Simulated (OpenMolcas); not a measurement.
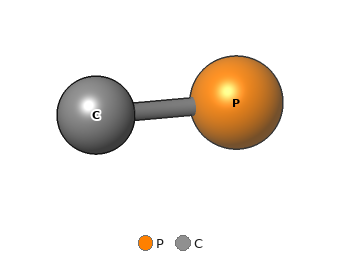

The molecule at the reference distance of 1.571 Å.

## Run report: PC, relativistic diatomic calculation (part 1 of 2)

System: PC.
Method: SA-CASSCF(9,8)/XMS-CASPT2 + RASSI spin-orbit (X2C scalar, AMFI), ANO-RCC-VTZP (OpenMolcas).

**Input file**
```
&GATEWAY
Coord
2
angstrom
P 0.0 0.0 0.0
C 0.0 0.0 1.5710
Basis=ANO-RCC-VTZP
Group=XY
RX2C
AMFI
ANGMom
0.0 0.0 0.0
RICD
&SEWARD
&GUESSORB
&RASSCF
FileOrb=$CurrDir/o21.orb
Symmetry=1
Spin=2
nActEl=9 0 0
Inactive=4 2
RAS2=4 4
CIRoot=7 7 1
Linear
Iterations=120 100
OrbListing=Nothing
PRWF=0.15
>>COPY $Project.RasOrb $CurrDir/o21.orb
>>COPY $Project.rasscf.h5 $CurrDir/r21.h5
&CASPT2
XMultistate=all
Imaginary=0.2
IPEA=0.25
MaxIter=40
>>COPY $Project.JobMix JOB001
&RASSCF
FileOrb=$CurrDir/o22.orb
Symmetry=2
Spin=2
nActEl=9 0 0
Inactive=4 2
RAS2=4 4
CIRoot=8 8 1
Linear
Iterations=120 100
OrbListing=Nothing
PRWF=0.15
>>COPY $Project.RasOrb $CurrDir/o22.orb
>>COPY $Project.rasscf.h5 $CurrDir/r22.h5
&CASPT2
XMultistate=all
Imaginary=0.2
IPEA=0.25
MaxIter=40
>>COPY $Project.JobMix JOB002
&RASSCF
FileOrb=$CurrDir/o41.orb
Symmetry=1
Spin=4
nActEl=9 0 0
Inactive=4 2
RAS2=4 4
CIRoot=4 4 1
Linear
Iterations=120 100
OrbListing=Nothing
PRWF=0.15
>>COPY $Project.RasOrb $CurrDir/o41.orb
>>COPY $Project.rasscf.h5 $CurrDir/r41.h5
&CASPT2
XMultistate=all
Imaginary=0.2
IPEA=0.25
MaxIter=40
>>COPY $Project.JobMix JOB003
&RASSCF
FileOrb=$CurrDir/o42.orb
Symmetry=2
Spin=4
nActEl=9 0 0
Inactive=4 2
RAS2=4 4
CIRoot=2 2 1
Linear
Iterations=120 100
OrbListing=Nothing
PRWF=0.15
>>COPY $Project.RasOrb $CurrDir/o42.orb
>>COPY $Project.rasscf.h5 $CurrDir/r42.h5
&CASPT2
XMultistate=all
Imaginary=0.2
IPEA=0.25
MaxIter=40
>>COPY $Project.JobMix JOB004
&RASSCF
FileOrb=$CurrDir/o61.orb
Symmetry=1
Spin=6
nActEl=9 0 0
Inactive=4 2
RAS2=4 4
CIRoot=1 1 1
Linear
Iterations=120 100
OrbListing=Nothing
PRWF=0.15
>>COPY $Project.RasOrb $CurrDir/o61.orb
>>COPY $Project.rasscf.h5 $CurrDir/r61.h5
&CASPT2
XMultistate=all
Imaginary=0.2
IPEA=0.25
MaxIter=40
>>COPY $Project.JobMix JOB005
&RASSI
Nr of JobIphs=5 7 8 4 2 1
1 2 3 4 5 6 7
1 2 3 4 5 6 7 8
1 2 3 4
1 2
1
SpinOrbit
EJob
Omega
MEES
MESO
Properties=4
'AngMom' 3 'Mltpl  1' 1 'Mltpl  1' 2 'Mltpl  1' 3
Thrs=1.0d-4
>>COPY $Project.rassi.h5 $CurrDir/so.h5
```

The first orbital files come from an earlier step.

Launched with:
```bash
pymolcas m.inp (one call a module block, same work directory)
```

**The program's output (extracts)**
```
++    Wave function specifications:
      Number of closed shell electrons          12
      Number of electrons in active shells       9
      Number of inactive orbitals                6
      Number of active orbitals                  8
      Number of secondary orbitals              50
      Spin quantum number                      0.5
      State symmetry                             1
++    Orbital specifications:
      Symmetry species                           1   2
                                                 a   b
      Frozen orbitals                            0   0
      Inactive orbitals                          4   2
      Active orbitals                            4   4
      RAS2 orbitals                              4   4
      Secondary orbitals                        26  24
      Number of basis functions                 34  30
      printout of CI-coefficients larger than  0.15 for root  1
      energy=    -379.424847
      conf/sym  1111 2222     Coeff  Weight
           764  0u22 0022   0.92008 0.84654
      printout of CI-coefficients larger than  0.15 for root  2
      energy=    -379.280625
      conf/sym  1111 2222     Coeff  Weight
           659  02u2 0022   0.58818 0.34595
           746  0u22 0d2u  -0.35948 0.12922
           755  0u22 0u2d   0.33919 0.11505
           760  0u22 d0u2   0.35948 0.12922
           762  0u22 u0d2  -0.33919 0.11505
      printout of CI-coefficients larger than  0.15 for root  3
      energy=    -379.214916
      conf/sym  1111 2222     Coeff  Weight
           745  0u22 d02u  -0.26500 0.07022
           754  0u22 u02d  -0.62950 0.39626
           761  0u22 0du2  -0.26500 0.07022
           763  0u22 0ud2  -0.62949 0.39626
      printout of CI-coefficients larger than  0.15 for root  4
      energy=    -379.214492
      conf/sym  1111 2222     Coeff  Weight
           745  0u22 d02u  -0.27249 0.07425
           746  0u22 0d2u  -0.33940 0.11519
           754  0u22 u02d   0.32610 0.10634
           755  0u22 0u2d   0.40618 0.16498
           760  0u22 d0u2  -0.33940 0.11519
           761  0u22 0du2   0.27249 0.07425
           762  0u22 u0d2   0.40618 0.16498
           763  0u22 0ud2  -0.32610 0.10634
      printout of CI-coefficients larger than  0.15 for root  5
      energy=    -379.214492
      conf/sym  1111 2222     Coeff  Weight
           745  0u22 d02u   0.33951 0.11527
           746  0u22 0d2u  -0.27258 0.07430
           754  0u22 u02d  -0.40608 0.16490
           755  0u22 0u2d   0.32602 0.10629
           760  0u22 d0u2  -0.27258 0.07430
           761  0u22 0du2  -0.33951 0.11527
           762  0u22 u0d2   0.32602 0.10629
           763  0u22 0ud2   0.40608 0.16490
      printout of CI-coefficients larger than  0.15 for root  6
      energy=    -379.209766
      conf/sym  1111 2222     Coeff  Weight
           659  02u2 0022  -0.64090 0.41076
           746  0u22 0d2u  -0.46068 0.21223
           760  0u22 d0u2   0.46068 0.21223
      printout of CI-coefficients larger than  0.15 for root  7
      energy=    -379.204924
      conf/sym  1111 2222     Coeff  Weight
           745  0u22 d02u   0.32313 0.10442
           746  0u22 0d2u   0.40230 0.16185
           754  0u22 u02d   0.27735 0.07692
           755  0u22 0u2d   0.34530 0.11923
           760  0u22 d0u2   0.40230 0.16185
           761  0u22 0du2  -0.32313 0.10442
           762  0u22 u0d2   0.34530 0.11923
           763  0u22 0ud2  -0.27735 0.07692
      Natural orbitals and occupation numbers for root  1
      sym 1:   0.026537   1.013274   1.953325   1.990856
      sym 2:   0.118857   0.118857   1.889147   1.889147
      Natural orbitals and occupation numbers for root  2
      sym 1:   0.037744   1.314773   1.653354   1.981586
      sym 2:   0.357959   0.357959   1.648312   1.648312
      Natural orbitals and occupation numbers for root  3
      sym 1:   0.024696   1.008846   1.960751   1.992431
      sym 2:   0.529929   0.529928   1.476709   1.476709
      Natural orbitals and occupation numbers for root  4
      sym 1:   0.029817   1.006555   1.959018   1.992368
      sym 2:   0.544758   0.544758   1.461363   1.461363
      Natural orbitals and occupation numbers for root  5
      sym 1:   0.029818   1.006558   1.959017   1.992370
      sym 2:   0.544762   0.544762   1.461356   1.461356
      Natural orbitals and occupation numbers for root  6
      sym 1:   0.042857   1.409705   1.564593   1.977775
      sym 2:   0.327121   0.327121   1.675414   1.675414
      Natural orbitals and occupation numbers for root  7
      sym 1:   0.024554   1.011373   1.941216   1.984672
      sym 2:   0.537689   0.537689   1.481403   1.481403
      RASSCF energy for state  7                   -379.20492431
::    RASSCF root number  1 Total energy:   -379.42484727
::    RASSCF root number  2 Total energy:   -379.28062493
::    RASSCF root number  3 Total energy:   -379.21491577
::    RASSCF root number  4 Total energy:   -379.21449160
::    RASSCF root number  5 Total energy:   -379.21449160
::    RASSCF root number  6 Total energy:   -379.20976597
::    RASSCF root number  7 Total energy:   -379.20492431
      Von Neumann Entropy (Root   1) =  1.25907
++    Wave function specifications:
      Number of closed shell electrons           0
      Number of electrons in active shells       9
      Number of inactive orbitals                0
      Number of active orbitals                  8
      Number of secondary orbitals              50
      Spin quantum number                      0.5
      State symmetry                             1
      Number of CSFs                          1176
      Number of CASSCF root(s) available         7
      CASPT2 state passed to geometry opt.       7
      A file JOBMIX will be created
      This is a MULTI-STATE CASSCF reference
      Number of CI roots used                    7
      These are:                                 1   2   3   4   5   6   7
      Off-diagonal elements of Heff are computed
  FINAL CASPT2 RESULT:
      Reference energy:        -379.4248472720
      E2 (Non-variational):      -0.1797567156
      Shift correction:          -0.0018296028
      E2 (Variational):          -0.1815863184
      Total energy:            -379.6064335904
      Reference weight:           0.92555
  FINAL CASPT2 RESULT:
      Reference energy:        -379.2806249324
      E2 (Non-variational):      -0.1776400107
      Shift correction:          -0.0019086737
      E2 (Variational):          -0.1795486844
      Total energy:            -379.4601736168
      Reference weight:           0.92638
  FINAL CASPT2 RESULT:
      Reference energy:        -379.2149157745
      E2 (Non-variational):      -0.1957988777
      Shift correction:          -0.0024829286
      E2 (Variational):          -0.1982818063
      Total energy:            -379.4131975808
      Reference weight:           0.91520
  FINAL CASPT2 RESULT:
      Reference energy:        -379.2144915960
      E2 (Non-variational):      -0.1913948176
      Shift correction:          -0.0024519170
      E2 (Variational):          -0.1938467346
      Total energy:            -379.4083383307
      Reference weight:           0.91741
  FINAL CASPT2 RESULT:
      Reference energy:        -379.2144915953
      E2 (Non-variational):      -0.1889155196
      Shift correction:          -0.0022084412
      E2 (Variational):          -0.1911239608
      Total energy:            -379.4056155561
      Reference weight:           0.92040
  FINAL CASPT2 RESULT:
      Reference energy:        -379.2097659725
      E2 (Non-variational):      -0.1881258904
      Shift correction:          -0.0027044850
      E2 (Variational):          -0.1908303753
      Total energy:            -379.4005963478
      Reference weight:           0.91528
  FINAL CASPT2 RESULT:
      Reference energy:        -379.2049243100
      E2 (Non-variational):      -0.1887237770
      Shift correction:          -0.0022986801
      E2 (Variational):          -0.1910224571
      Total energy:            -379.3959467671
      Reference weight:           0.92101
       Total XMS-CASPT2 energies:
::    XMS-CASPT2 Root  1     Total energy:   -379.60479124
::    XMS-CASPT2 Root  2     Total energy:   -379.46221851
::    XMS-CASPT2 Root  3     Total energy:   -379.41319759
::    XMS-CASPT2 Root  4     Total energy:   -379.40636111
::    XMS-CASPT2 Root  5     Total energy:   -379.40561334
::    XMS-CASPT2 Root  6     Total energy:   -379.40019380
::    XMS-CASPT2 Root  7     Total energy:   -379.39792620
++    Wave function specifications:
      Number of closed shell electrons          12
      Number of electrons in active shells       9
      Number of inactive orbitals                6
      Number of active orbitals                  8
      Number of secondary orbitals              50
      Spin quantum number                      0.5
      State symmetry                             2
      printout of CI-coefficients larger than  0.15 for root  1
      energy=    -379.379860
      conf/sym  1111 2222     Coeff  Weight
           198  0222 002u   0.95424 0.91057
      printout of CI-coefficients larger than  0.15 for root  2
      energy=    -379.379860
      conf/sym  1111 2222     Coeff  Weight
           204  0222 00u2   0.95424 0.91057
      printout of CI-coefficients larger than  0.15 for root  3
      energy=    -379.214341
      conf/sym  1111 2222     Coeff  Weight
           192  0222 0u20   0.41567 0.17278
           196  0222 u0du   0.23049 0.05312
           200  0222 u0ud  -0.44976 0.20228
           748  0022 0u22   0.67553 0.45634
      printout of CI-coefficients larger than  0.15 for root  4
      energy=    -379.214341
      conf/sym  1111 2222     Coeff  Weight
           197  0222 0udu  -0.50474 0.25477
           202  0222 u002   0.41567 0.17278
           747  0022 u022   0.67553 0.45634
      printout of CI-coefficients larger than  0.15 for root  5
      energy=    -379.207531
      conf/sym  1111 2222     Coeff  Weight
           192  0222 0u20  -0.38306 0.14674
           196  0222 u0du  -0.21231 0.04508
           200  0222 u0ud   0.56220 0.31607
           203  0222 0u02   0.15536 0.02414
           688  0202 0u22  -0.16476 0.02715
           748  0022 0u22   0.59393 0.35275
      printout of CI-coefficients larger than  0.15 for root  6
      energy=    -379.207531
      conf/sym  1111 2222     Coeff  Weight
           191  0222 u020   0.15536 0.02414
           197  0222 0udu   0.59304 0.35169
           202  0222 u002  -0.38306 0.14674
           687  0202 u022  -0.16476 0.02715
           747  0022 u022   0.59393 0.35275
      printout of CI-coefficients larger than  0.15 for root  7
      energy=    -379.176644
      conf/sym  1111 2222     Coeff  Weight
           192  0222 0u20   0.47868 0.22913
           196  0222 u0du   0.33848 0.11457
           200  0222 u0ud   0.58626 0.34370
           203  0222 0u02  -0.47869 0.22914
      printout of CI-coefficients larger than  0.15 for root  8
      energy=    -379.176644
      conf/sym  1111 2222     Coeff  Weight
           191  0222 u020  -0.47869 0.22914
           197  0222 0udu   0.33848 0.11457
           201  0222 0uud   0.58626 0.34370
           202  0222 u002   0.47868 0.22913
      Natural orbitals and occupation numbers for root  1
      sym 1:   0.029117   1.965566   1.967079   1.987478
      sym 2:   0.087541   0.054349   1.923551   0.985321
      Natural orbitals and occupation numbers for root  2
      sym 1:   0.029117   1.965566   1.967079   1.987478
      sym 2:   0.054349   0.087541   0.985321   1.923551
      Natural orbitals and occupation numbers for root  3
      sym 1:   0.019532   0.962603   1.915562   1.986560
      sym 2:   0.352969   0.762716   1.656083   1.343976
      Natural orbitals and occupation numbers for root  4
      sym 1:   0.019532   0.962603   1.915562   1.986560
      sym 2:   0.762716   0.352969   1.343975   1.656083
      Natural orbitals and occupation numbers for root  5
      sym 1:   0.023894   1.198677   1.896109   1.981670
      sym 2:   0.449031   0.648746   1.510209   1.291664
      Natural orbitals and occupation numbers for root  6
      sym 1:   0.023894   1.198677   1.896109   1.981670
      sym 2:   0.648746   0.449031   1.291664   1.510209
      Natural orbitals and occupation numbers for root  7
      sym 1:   0.022978   1.966637   1.975459   1.991944
      sym 2:   0.521484   0.521491   0.999993   1.000014
      Natural orbitals and occupation numbers for root  8
      sym 1:   0.022978   1.966637   1.975459   1.991944
      sym 2:   0.521491   0.521484   1.000014   0.999993
      RASSCF energy for state  8                   -379.17664361
::    RASSCF root number  1 Total energy:   -379.37986000
::    RASSCF root number  2 Total energy:   -379.37986000
::    RASSCF root number  3 Total energy:   -379.21434074
::    RASSCF root number  4 Total energy:   -379.21434074
::    RASSCF root number  5 Total energy:   -379.20753056
::    RASSCF root number  6 Total energy:   -379.20753056
::    RASSCF root number  7 Total energy:   -379.17664361
::    RASSCF root number  8 Total energy:   -379.17664361
      Von Neumann Entropy (Root   1) =  1.04219
++    Wave function specifications:
      Number of closed shell electrons           0
      Number of electrons in active shells       9
      Number of inactive orbitals                0
      Number of active orbitals                  8
      Number of secondary orbitals              50
      Spin quantum number                      0.5
      State symmetry                             2
      Number of CSFs                          1176
      Number of CASSCF root(s) available         8
      CASPT2 state passed to geometry opt.       8
      A file JOBMIX will be created
      This is a MULTI-STATE CASSCF reference
      Number of CI roots used                    8
      These are:                                 1   2   3   4   5   6   7   8
      Off-diagonal elements of Heff are computed
  FINAL CASPT2 RESULT:
      Reference energy:        -379.3798599801
      E2 (Non-variational):      -0.1819370872
      Shift correction:          -0.0017860448
      E2 (Variational):          -0.1837231320
      Total energy:            -379.5635831121
      Reference weight:           0.92565
  FINAL CASPT2 RESULT:
      Reference energy:        -379.3798599799
      E2 (Non-variational):      -0.1819370875
      Shift correction:          -0.0017860448
      E2 (Variational):          -0.1837231323
      Total energy:            -379.5635831121
      Reference weight:           0.92565
  FINAL CASPT2 RESULT:
      Reference energy:        -379.2143407223
      E2 (Non-variational):      -0.2068687082
      Shift correction:          -0.0034606436
      E2 (Variational):          -0.2103293518
      Total energy:            -379.4246700741
      Reference weight:           0.90014
  FINAL CASPT2 RESULT:
      Reference energy:        -379.2143407214
      E2 (Non-variational):      -0.2068687093
      Shift correction:          -0.0034606436
      E2 (Variational):          -0.2103293529
      Total energy:            -379.4246700744
      Reference weight:           0.90014
  FINAL CASPT2 RESULT:
      Reference energy:        -379.2075305428
      E2 (Non-variational):      -0.1868578297
      Shift correction:          -0.0021068748
      E2 (Variational):          -0.1889647045
      Total energy:            -379.3964952473
      Reference weight:           0.92143
  FINAL CASPT2 RESULT:
      Reference energy:        -379.2075305422
      E2 (Non-variational):      -0.1868578300
      Shift correction:          -0.0021068749
      E2 (Variational):          -0.1889647049
      Total energy:            -379.3964952471
      Reference weight:           0.92143
  FINAL CASPT2 RESULT:
      Reference energy:        -379.1766435838
      E2 (Non-variational):      -0.1934514597
      Shift correction:          -0.0021810075
      E2 (Variational):          -SPIN-FREE ENERGIES:
  (Shifted by EMIN (a.u.) =       -379.6047912374)
 SF State       Relative EMIN(au)   Rel lowest level(eV)    D:o, cm**(-1)      Abs_M
     1             0.0000000000        0.0000000000              0.0000         0.0
     8             0.0412335237        1.1220213387           9049.7124         1.0
     9             0.0412335237        1.1220213387           9049.7124         1.0
    16             0.1186427464        3.2284335978          26039.0730         0.0
     2             0.1425727264        3.8796015258          31291.0966         0.0
    17             0.1496927285        4.0733466534          32853.7564         2.0
    18             0.1499094043        4.0792427012          32901.3112         2.0
    19             0.1728645028        4.7038827527          37939.3730         0.0
    10             0.1817945486        4.9468816784          39899.2915         1.0
    11             0.1817945486        4.9468816784          39899.2915         1.0
    20             0.1824675776        4.9651957310          40047.0043         1.0
    21             0.1824675776        4.9651957310          40047.0043         1.0
     3             0.1915936516        5.2135288567          42049.9461         0.0
     4             0.1984301248        5.3995587681          43550.3785         2.0
     5             0.1991778957        5.4199066529          43714.4952         2.0
     6             0.2045974360        5.5673798561          44903.9468         0.0
    13             0.2065548614        5.6206441136          45333.5521         1.0
    12             0.2065548614        5.6206441136          45333.5521         1.0
     7             0.2068650380        5.6290844487          45401.6279         0.4
    14             0.2325575315        6.3282128129          51040.4785         3.0
    15             0.2325575315        6.3282128129          51040.4785         3.0
    22             0.2426883459        6.6038863169          53263.9352         0.0
```

(Continued in part 2.) Outcome of the run: converged; components of a degenerate state are split by 164 cm⁻¹.
